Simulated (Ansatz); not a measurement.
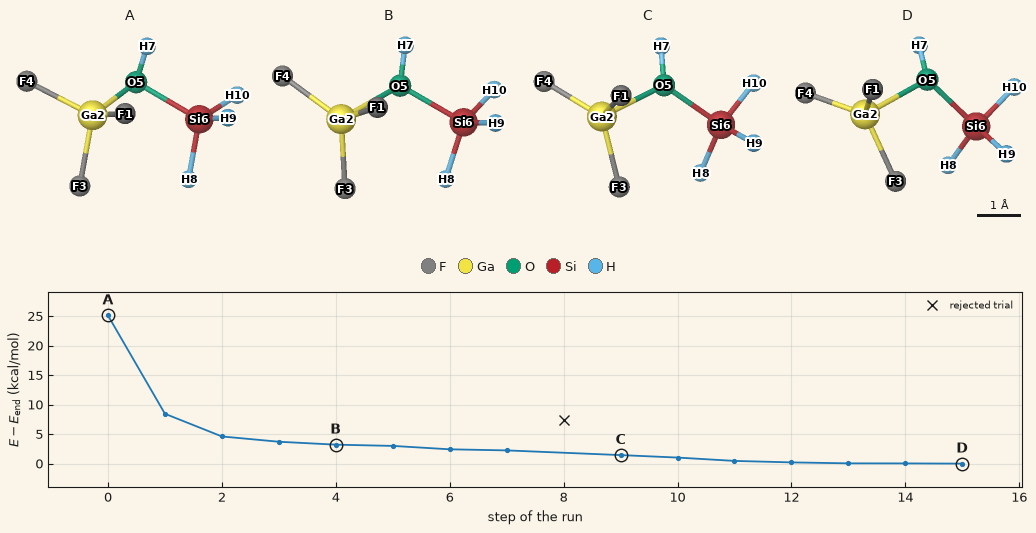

Frames of a relaxation of GaSiH$_{4}$OF$_{3}$ (coarse preliminary run), marked on the history of the run. Style: ball-and-stick. Shown at a tilt.

The start comes from a force field.

All numbers below come from Ansatz, RKS PBE-D4/def2-SVP.

Input file:
```yaml
crystal:
  periodic: [false, false, false]
  atoms:
    - {symbol: F, position_ang: [-1.258600, -1.556100, 1.097800]}
    - {symbol: Ga, position_ang: [-0.194500, -1.378400, -0.310800]}
    - {symbol: F, position_ang: [1.425500, -1.868000, 0.175100]}
    - {symbol: F, position_ang: [-0.681400, -2.451200, -1.620100]}
    - {symbol: O, position_ang: [-0.165800, 0.344600, -0.950700]}
    - {symbol: Si, position_ang: [0.382300, 1.346200, 0.368300]}
    - {symbol: H, position_ang: [-1.096000, 0.593700, -1.035300]}
    - {symbol: H, position_ang: [1.786600, 0.958100, 0.748600]}
    - {symbol: H, position_ang: [-0.518000, 1.222100, 1.566200]}
    - {symbol: H, position_ang: [0.403000, 2.737800, -0.036100]}
basis:
  gaussian: {orbitals: def2-SVP}
hamiltonian: {xc: pbe, dispersion: d4}
relax: {f_tol: 0.03, max_steps: 200}
```

Run as
```bash
ansatz run in.yaml --threads 4 --pin off --events-out ev --progress --plain --max-ram 11315MiB
```

What happens along the run?

Over 14 accepted moves (15 points after the start) the energy falls by 25.1 kcal/mol. Largest force component: 4.5 eV/Å at the start, 0.024 eV/Å at the end. The line search rejected the trial step at point 8 of the run. F3 moves most after the best rigid fit: 1.02 Å. By element the largest moves are F 1.02 Å, H 0.92 Å, O 0.68 Å, Ga 0.40 Å, Si 0.20 Å. Some distances before and after: Ga2–O5 1.838 → 2.024 Å, Si6–H10 1.449 → 1.503 Å, Ga2–F3 1.761 → 1.790 Å, O5–Si6 1.745 → 1.762 Å. Among the angles between lasting bonds that change: F3–Ga2–O5 110.0° → 87.4°, Si6–O5–H7 102.7° → 117.4°, Ga2–O5–H7 104.9° → 118.1°. The run took 25 s on 4 threads of Arm Neoverse V2, on a shared host. From step 0 to 4: Ga2 moves most (0.33 Å), energy −21.9 kcal/mol. From step 4 to 9: F and H atoms move most (0.52 Å), energy −1.77 kcal/mol. From step 9 to 15: F3 moves most (0.44 Å), energy −1.45 kcal/mol.
